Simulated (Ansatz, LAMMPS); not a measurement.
# Relaxing glassy 87SiO2-4ZnO-4SrO-4Na2O (mol %) (67 atoms)

Wanted: the relaxed structure of glassy 87SiO2-4ZnO-4SrO-4Na2O (mol %) (67 atoms) and its electronic structure.

Program: Ansatz 0.2.0. Level of theory: Kohn-Sham DFT, r2SCAN, PAW (set soft_2), plane waves. Results are calculated unless marked as measured.

## Step 1: Set-up

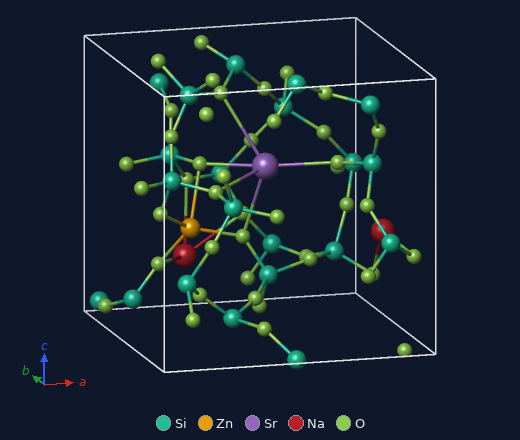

Start, viewed slightly off an axis; silicon teal, zinc orange, strontium purple, sodium red, oxygen green. Bonds to atoms that aren't drawn are left out. Some periodic images of atoms are drawn too.

The cell holds 67 atoms: 20 Si, 1 Zn, 1 Sr, 2 Na and 43 O. Cell: a = 9.870 Å, b = 9.870 Å, c = 9.870 Å, α = 90.0°, β = 90.0°, γ = 90.0°. 67 atoms (20 Si, 1 Zn, 1 Sr, 2 Na, 43 O) placed at random at 2.44 g/cm³, melted at 4000 K for 10 ps at fixed volume with the Morse and Coulomb pair potential with partial charges (Pedone, Malavasi, Menziani, Cormack and Segre, J. Phys. Chem. B 110, 11780 (2006)). Quenched from 4000 K to 300 K at 50 K/ps and fixed volume, held 10 ps at zero pressure.

Limits known from the start: The quench rate of 50 K/ps is orders of magnitude faster than experiment, which tends to freeze in extra defects. The starting topology of bonds comes from the classical model. The Brillouin zone is sampled at Γ only, in a cell whose shortest periodic width is 10 Å.

## Step 2: Single point at the start

A single point comes first, to see the forces before anything moves.

Contents of input.yaml:

```yaml
crystal:
  lattice:
    - [9.86975, 0.0, 0.0]
    - [0.0, 9.86975, 0.0]
    - [0.0, 0.0, 9.86975]
  atoms:
    - { symbol: Si, position: [0.04938, 0.98029, 0.03847] }
    - { symbol: Si, position: [0.5407, 0.53229, 0.20057] }
    - { symbol: Si, position: [0.34265, 0.30522, 0.10542] }
    - { symbol: Si, position: [0.78891, 0.09705, 0.89734] }
    [... 57 atom lines left out ...]
    - { symbol: O, position: [0.28294, 0.31524, 0.56418] }
    - { symbol: O, position: [0.69888, 0.54823, 0.2443] }
    - { symbol: O, position: [0.08986, 0.77811, 0.57686] }
    - { symbol: O, position: [0.94541, 0.60071, 0.16131] }
    - { symbol: O, position: [0.24366, 0.08269, 0.67648] }
    - { symbol: O, position: [0.58923, 0.74531, 0.82568] }
kpoints:
  mp_grid: { grid: [1, 1, 1] }
hamiltonian:
  xc: r2scan
scf:
  occupations: { method: fermi_dirac, width: 0.05 }
output:
  forces: true
  stress: true
  populations: true
  dos:
    method: { smearing: { sigma: 0.08 } }
    de: 0.1
    projected: { site_lists: { Na: [Na], O: [O], Si: [Si], Sr: [Sr], Zn: [Zn] } }
  eigenvalues: true
```

On the command line:

```console
$ ansatz run input.yaml --threads 4 --pin off --max-ram 8192MiB --backend cpu --events-out ev --progress --plain --runs-dir out
```

Wall time 24 s (4 threads of Arm Neoverse V2, shared host); peak memory 2.3 GiB; 94 s of CPU time.

Read from the output:

```
free energy                                      : -47164.0125 eV
free energy per atom                             : -703.9405 eV/atom
SCF cycles                                       : 10
pressure                                         : 1.847 GPa
r.m.s. force component                           : 1.256 eV/Å
longest force                                    : 5.144 eV/Å
Fermi energy                                     : 5.242 eV
gap (highest filled to lowest empty level) : 3.606 eV
spilling of the projection                       : 0.01256
```

The r.m.s. force component of 1.3 eV/Å and the pressure of 1.8 GPa set the starting point.

Length of the force by element:

| element | coordination | atoms | mean length of the force (eV/Å) | spread | least | most |
| --- | --- | --- | --- | --- | --- | --- |
| Na | all | 2 | 0.472 | 0.206 | 0.267 | 0.678 |
| O | all | 43 | 1.72 | 0.852 | 0.497 | 3.73 |
| Si | all | 20 | 2.65 | 0.918 | 1.23 | 5.14 |
| Sr | all | 1 | 0.346 | 0 | 0.346 | 0.346 |
| Zn | all | 1 | 0.914 | 0 | 0.914 | 0.914 |

## Step 3: Relaxation

The atoms are relaxed in the fixed cell, aiming at the force tolerance of the input.

input.yaml, the sections that differ from step 2:

```yaml
output:
  forces: true
relax:
  f_tol: 0.05
  max_steps: 200
# crystal, kpoints, hamiltonian, scf: as in step 2
```

The job ended after 4.1 min (4 threads; peak memory 2.3 GiB; 16 min of CPU time).

Step by step:

| step | energy less that of the first step (eV) | largest force component (eV/Å) |
| --- | --- | --- |
| 1 | 0.0000 | 4.2884 |
| 2 | -2.3727 | 2.7267 |
| 3 | -4.1100 | 0.8485 |
| 4 | -4.3106 | 0.5318 |
| 5 | -4.5443 | 0.3544 |
| 6 | -4.6021 | 0.2844 |
| 7 | -4.6769 | 0.2347 |
| 8 | -4.7102 | 0.3109 |
| 9 | -4.7495 | 0.2886 |
| 10 | -4.7908 | 0.4240 |
| 11 | -4.8409 | 0.4350 |
| 12 | -4.8044 | 0.6203 |
| 13 | -4.9083 | 0.2559 |
| 14 | -4.9279 | 0.1751 |
| 15 | -4.9372 | 0.1299 |
| 16 | -4.9406 | 0.0992 |
| 17 | -4.9466 | 0.0419 |
| 18 | -4.9466 | 0.0417 |

Relaxation step 12 was tried and not accepted.

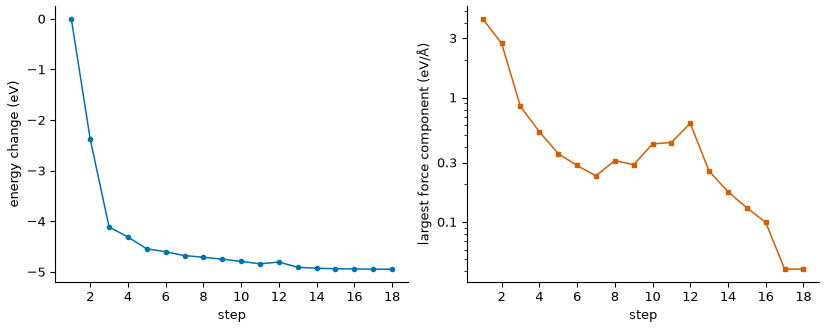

Energy and largest force along the relaxation.

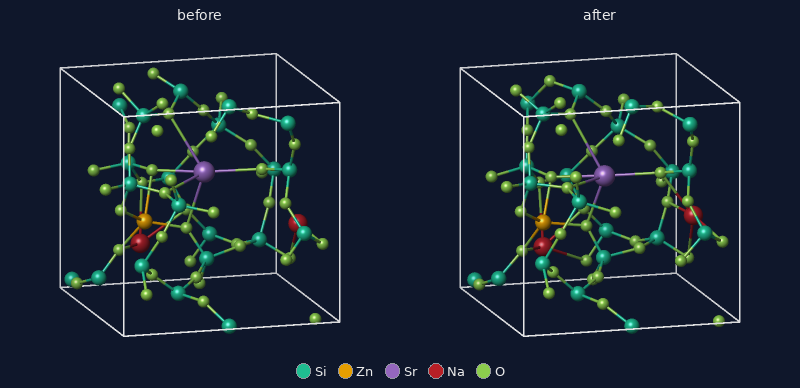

Before and after, at one scale. Bonds to atoms that aren't drawn are left out.

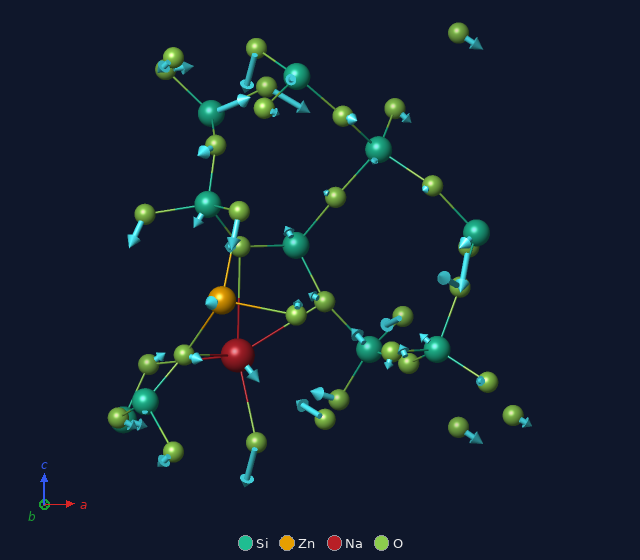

Displacements in the relaxation, exaggerated; the longest in the cell stands for 0.50 Å. Drawn is a slice 5 Å thick, seen along the normal of the ac plane. Bonds to atoms that aren't drawn are left out.

The atoms that moved most (Å):

| atom | dx | dy | dz | length |
| --- | --- | --- | --- | --- |
| O29 | -0.077 | 0.295 | -0.393 | 0.497 |
| O31 | -0.192 | -0.379 | 0.130 | 0.445 |
| O52 | -0.084 | -0.256 | -0.346 | 0.438 |
| Si10 | 0.283 | -0.293 | 0.150 | 0.434 |
| Na23 | -0.154 | 0.182 | 0.335 | 0.412 |
| O59 | 0.350 | 0.028 | -0.211 | 0.409 |
| O26 | -0.143 | 0.348 | -0.117 | 0.394 |
| O43 | -0.211 | 0.307 | 0.120 | 0.391 |

The relaxation changed the energy by -73.8 meV/atom, and atoms moved by 0.22 Å r.m.s., 0.50 Å at most.

## Step 4: Distances and neighbours after relaxation

Bonds before and after, by the cutoffs listed below:

| pair | bonds before | bonds after | mean before (Å) | mean after (Å) | spread before (Å) | spread after (Å) |
| --- | --- | --- | --- | --- | --- | --- |
| O-Si | 80 | 81 | 1.612 | 1.633 | 0.042 | 0.037 |
| O-Na | 14 | 14 | 2.679 | 2.618 | 0.293 | 0.220 |
| O-Sr | 5 | 4 | 2.741 | 2.600 | 0.218 | 0.180 |
| O-Zn | 4 | 4 | 2.020 | 1.965 | 0.147 | 0.049 |

Density 2.50 g/cm³, 14.35 Å³ an atom.

Pair distribution functions g(r), in bins of 0.2 Å:

| r (Å) | total | O-O | O-Si | O-Na | O-Sr | O-Zn | Si-Si |
| --- | --- | --- | --- | --- | --- | --- | --- |
| 1.50 | 0.69 | 0.00 | 1.79 | 0.00 | 0.00 | 0.00 | 0.00 |
| 1.70 | 4.45 | 0.00 | 11.60 | 0.00 | 0.00 | 0.00 | 0.00 |
| 1.90 | 0.18 | 0.00 | 0.13 | 0.00 | 0.00 | 7.10 | 0.00 |
| 2.10 | 0.04 | 0.00 | 0.00 | 0.00 | 0.00 | 2.17 | 0.00 |
| 2.30 | 0.10 | 0.07 | 0.00 | 1.76 | 0.00 | 0.00 | 0.00 |
| 2.50 | 1.11 | 2.22 | 0.00 | 2.88 | 4.30 | 0.00 | 0.00 |
| 2.70 | 2.17 | 4.96 | 0.00 | 2.52 | 0.00 | 0.00 | 0.25 |
| 2.90 | 0.49 | 0.35 | 0.21 | 2.16 | 1.07 | 0.00 | 1.10 |
| 3.10 | 0.90 | 0.61 | 0.18 | 0.46 | 0.94 | 1.79 | 5.15 |
| 3.30 | 0.64 | 0.49 | 0.48 | 1.19 | 0.00 | 0.81 | 1.10 |
| 3.50 | 0.98 | 0.84 | 1.31 | 0.37 | 0.76 | 1.51 | 0.00 |
| 3.70 | 0.99 | 0.57 | 1.61 | 0.33 | 0.00 | 0.62 | 0.54 |
| 3.90 | 1.19 | 0.62 | 1.89 | 0.87 | 1.76 | 1.16 | 0.50 |
| 4.10 | 1.17 | 0.79 | 1.61 | 1.33 | 1.61 | 1.08 | 0.79 |
| 4.30 | 1.11 | 0.74 | 1.62 | 1.67 | 1.45 | 1.43 | 0.42 |
| 4.50 | 0.83 | 0.96 | 0.62 | 1.09 | 0.91 | 1.28 | 1.04 |
| 4.70 | 0.99 | 1.25 | 0.68 | 1.42 | 1.22 | 0.81 | 0.96 |

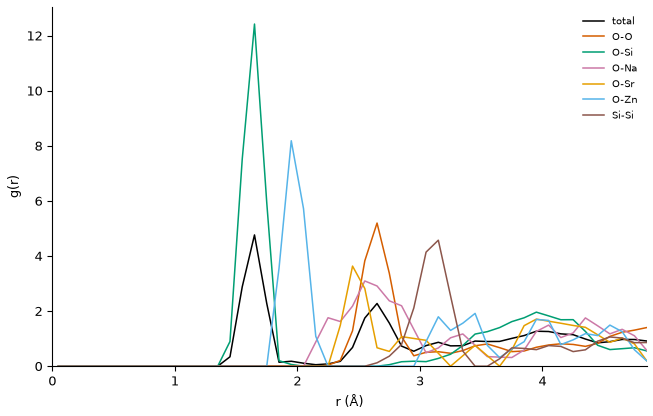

Pair distribution functions, lightly smoothed.

Bonds by pair of elements; cutoffs follow the first minimum of g(r), held within bounds set by covalent radii, and pairs that aren't listed don't count as bonded:

| pair A-B | cutoff (Å) | bonds | mean length (Å) | spread (Å) | shortest (Å) | B about A | A about B |
| --- | --- | --- | --- | --- | --- | --- | --- |
| O-Si | 2.16 | 81 | 1.63 | 0.037 | 1.58 | 1.88 | 4.05 |
| O-Na | 3.08 | 14 | 2.62 | 0.22 | 2.23 | 0.326 | 7 |
| O-Sr | 3.05 | 4 | 2.6 | 0.18 | 2.44 | 0.093 | 4 |
| O-Zn | 2.43 | 4 | 1.97 | 0.049 | 1.91 | 0.093 | 4 |

How many atoms have how many bonded neighbours:

| element | mean | 2 | 3 | 4 | 5 | 7 |
| --- | --- | --- | --- | --- | --- | --- |
| Na | 7 | 0 | 0 | 0 | 0 | 2 |
| O | 2.40 | 26 | 17 | 0 | 0 | 0 |
| Si | 4.05 | 0 | 0 | 19 | 1 | 0 |
| Sr | 4 | 0 | 0 | 1 | 0 | 0 |
| Zn | 4 | 0 | 0 | 1 | 0 | 0 |

Bond angles (no mean is given where the spread exceeds 20°):

| angle | count | mean (°) | spread (°) |
| --- | --- | --- | --- |
| O-Si-O | 124 | 109 | 8.5 |
| O-Na-O | 42 | - | - |
| Si-O-Si | 38 | 145 | 13.2 |
| Na-O-Si | 25 | 104 | 18.1 |
| O-Sr-O | 6 | - | - |

Oxygen atoms by the number of network formers (Si, P, Ge, B, Al, As, Ga) bound to them:

| network formers bound to O | O atoms | per cent |
| --- | --- | --- |
| 0 | 0 | 0 |
| 1 | 5 | 11.6 |
| 2 | 38 | 88.4 |

Network units: each former by its oxygen neighbours and how many of them bridge to another former:

| former | O neighbours | bridging O | atoms |
| --- | --- | --- | --- |
| Si | 4 | 3 | 5 |
| Si | 4 | 4 | 14 |
| Si | 5 | 5 | 1 |

Bond length by coordination (bonds to H left out):

| element | coordination | atoms | mean bond length (Å) |
| --- | --- | --- | --- |
| O | 2 | 26 | 1.63 |
| O | 3 | 17 | 2.01 |
| Si | 4 | 19 | 1.63 |
| Si | 5 | 1 | 1.72 |

Rings of the network by King's shortest-path rule, up to 12 atoms, one path for each pair of neighbours; H, halogens, alkali and alkaline-earth atoms are left out, and the last column divides by all other atoms, bonded or not:

| ring size (atoms) | rings | per network atom |
| --- | --- | --- |
| 8 | 3 | 0.047 |
| 10 | 12 | 0.188 |
| 12 | 17 | 0.266 |

With the cutoffs above, all Na atoms have 7, 60 % of O atoms have 2, 95 % of Si atoms have 4 and all Sr atoms have 4 bonded neighbours. The O-Si-O angle averages 109° with a spread of 8°. Counting bonds to Si alone, not to Zn, 88 % of the oxygens join two of these atoms and 12 % one. The commonest Si unit has 4 oxygens, 4 of them shared with other formers (14 of 20 atoms). Rings of 12 atoms are the most common (53 % of those counted); sizes run from 8 to 12, where the search stops.

## Step 5: Single point at the relaxed geometry

One more single point at the end of the walk gives the fuller output and checks the residual forces.

Contents of input.yaml:

```yaml
crystal:
  lattice:
    - [9.86975, 0.0, 0.0]
    - [0.0, 9.86975, 0.0]
    - [0.0, 0.0, 9.86975]
  atoms:
    - { symbol: Si, position: [0.06346, 0.984, 0.03402] }
    - { symbol: Si, position: [0.53077, 0.54816, 0.20266] }
    - { symbol: Si, position: [0.34144, 0.30724, 0.10344] }
    - { symbol: Si, position: [0.79803, 0.09661, 0.89155] }
    [... 57 atom lines left out ...]
    - { symbol: O, position: [0.2931, 0.30977, 0.5879] }
    - { symbol: O, position: [0.69624, 0.54468, 0.23526] }
    - { symbol: O, position: [0.07697, 0.76643, 0.55211] }
    - { symbol: O, position: [0.94032, 0.60935, 0.16154] }
    - { symbol: O, position: [0.2607, 0.06575, 0.69356] }
    - { symbol: O, position: [0.59699, 0.73385, 0.82382] }
kpoints:
  mp_grid: { grid: [1, 1, 1] }
hamiltonian:
  xc: r2scan
scf:
  occupations: { method: fermi_dirac, width: 0.05 }
output:
  forces: true
  stress: true
  populations: intrinsic
  dos:
    method: { smearing: { sigma: 0.15 } }
    de: 0.1
    projected: { site_lists: { Na: [Na], O: [O], Si: [Si], Sr: [Sr], Zn: [Zn] } }
  eigenvalues: true
  write_density: true
  write_potential: true
  volumetric_format: npy
```

The job ended after 25 s (4 threads; peak memory 2.3 GiB).

The program notes that the exchange-correlation potential is rough where the density is thin.

Numbers from this run:

```yaml
free_energy: -47168.9591 eV
free_energy_per_atom: -704.0143 eV/atom
scf_cycles: 10
pressure: -2.444 GPa
r_m_s_force_component: 0.01227 eV/Å
longest_force: 0.04639 eV/Å
fermi_energy: 4.86 eV
spacing_of_highest_filled_and_lowest_empty_level: 4.536 eV
```

Intrinsic-atomic-orbital charges by element and coordination:

| element | coordination | atoms | mean charge (e) | spread | least | most |
| --- | --- | --- | --- | --- | --- | --- |
| Na | all | 2 | 0.826 | 0.0077 | 0.819 | 0.834 |
| O | all | 43 | -0.956 | 0.0719 | -1.17 | -0.912 |
| O | 2 | 26 | -0.925 | 0.008 | -0.947 | -0.912 |
| O | 3 | 17 | -1.00 | 0.0966 | -1.17 | -0.929 |
| Si | all | 20 | 1.80 | 0.0299 | 1.75 | 1.85 |
| Si | 4 | 19 | 1.81 | 0.0298 | 1.75 | 1.85 |
| Si | 5 | 1 | 1.77 | 0 | 1.77 | 1.77 |
| Sr | all | 1 | 1.83 | 0 | 1.83 | 1.83 |
| Zn | all | 1 | 1.51 | 0 | 1.51 | 1.51 |

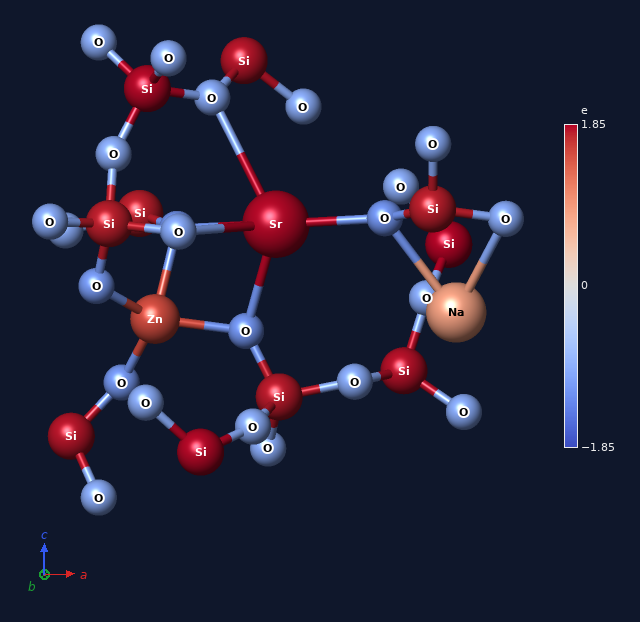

Atoms coloured by intrinsic-atomic-orbital charge. Drawn is a slice 6 Å thick, seen along the normal of the ac plane.

Density of states as counts of states in windows of 1 eV (from the Fermi level), total and the larger projections:

| from (eV) | to (eV) | total | O p | Si p |
| --- | --- | --- | --- | --- |
| -10 | -9 | 16.4 | 12.4 | 2.7 |
| -9 | -8 | 26.5 | 20.6 | 5.1 |
| -8 | -7 | 15.2 | 10.6 | 1.6 |
| -7 | -6 | 41.5 | 31.7 | 2.6 |
| -6 | -5 | 47.8 | 42.6 | 1.8 |
| -5 | -4 | 51.2 | 47.8 | 1.1 |
| -4 | -3 | 27.5 | 25.9 | 0.4 |
| -3 | -2 | 12.6 | 11.6 | 0.2 |
| -2 | 2 | 0.0 | 0.0 | 0.0 |
| 2 | 3 | 2.0 | 0.0 | 0.0 |
| 3 | 4 | 2.0 | 0.1 | 0.3 |
| 4 | 5 | 14.2 | 0.9 | 2.9 |

Between -26 and -10 eV lie 133 more states.

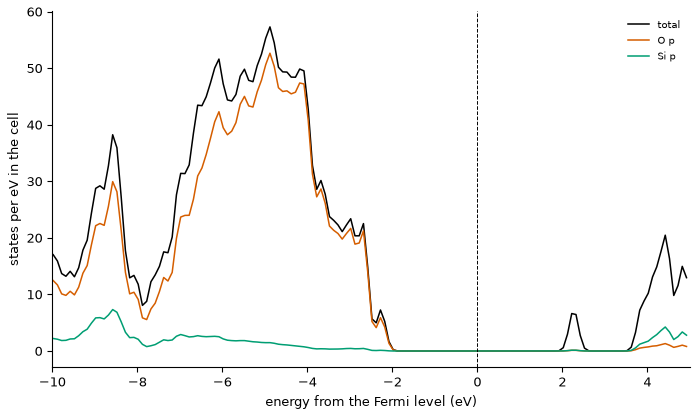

Total and projected density of states, with the broadening of the input.

The levels nearest the highest filled one (over half full), pooled over k-points and spins:

| level less the highest filled one (eV) | occupation |
| --- | --- |
| -0.694 | 2 |
| -0.636 | 2 |
| -0.438 | 2 |
| -0.406 | 2 |
| -0.383 | 2 |
| 0 | 2 |
| 4.54 | 0 |
| 6.13 | 0 |
| 6.35 | 0 |
| 6.48 | 0 |
| 6.63 | 0 |
| 6.72 | 0 |

Mean intrinsic-atomic-orbital charges: Na +0.83, O -0.96, Si +1.80, Sr +1.83, Zn +1.51 e.

## Step 6: Summary of results

| Property | Result |
| --- | --- |
| energy change in the relaxation | -73.83 meV/atom |
| r.m.s. displacement | 0.218 Å |
| largest displacement | 0.497 Å |
| free energy per atom | -704.0143 eV/atom |
| pressure | -2.444 GPa |
| r.m.s. force component | 0.01227 eV/Å |
| gap (highest filled to lowest empty level) | 4.536 eV |
| wall time of the 3 DFT runs | 4.9 min |

What this shows: Relaxation lowers the energy by 73.8 meV/atom and moves atoms by 0.22 Å r.m.s.; the r.m.s. force component goes from 1.3 to 0.012 eV/Å, the pressure goes from 1.8 to -2.4 GPa, and the gap from 3.61 to 4.54 eV. By the final cutoffs 2 of 103 bonded pairs parted and 2 joined. From the first step to the last the energy fell by 4.947 eV, and the largest move was 0.50 Å (O29). The O-Sr bonds change most in mean length: from 2.741 Å (spread 0.218) to 2.600 Å (spread 0.180), and their number from 5 to 4. With the cutoffs above, all Na atoms have 7, 60 % of O atoms have 2, 95 % of Si atoms have 4 and all Sr atoms have 4 bonded neighbours. Counting bonds to Si alone, not to Zn, 88 % of the oxygens join two of these atoms and 12 % one. The highest filled and lowest empty levels differ by 4.54 eV (at Γ alone); a semilocal functional tends to put such gaps too low. In a disordered cell it changes from sample to sample, and tail or defect levels can set it.

**Limits.** The starting topology of bonds comes from the classical model; in DFT 2 of its 103 bonded pairs passed out of the cutoffs and 2 came within them. The stress is far from hydrostatic: its diagonal is -5.1, 0.1, -2.3 GPa, compression counted positive. The pressure of -2.4 GPa says that the cell would shrink at this level of theory.

[Logs are printed without paths, hosts, clocks, repeated set-up lines and the standing remarks that a program may print on its own settings, such as how far it seeks lower states.]

[Hosts, paths, dates, database ids (printed as entryN), source tags and the programs' standing remarks are cut or masked in the printed files.]
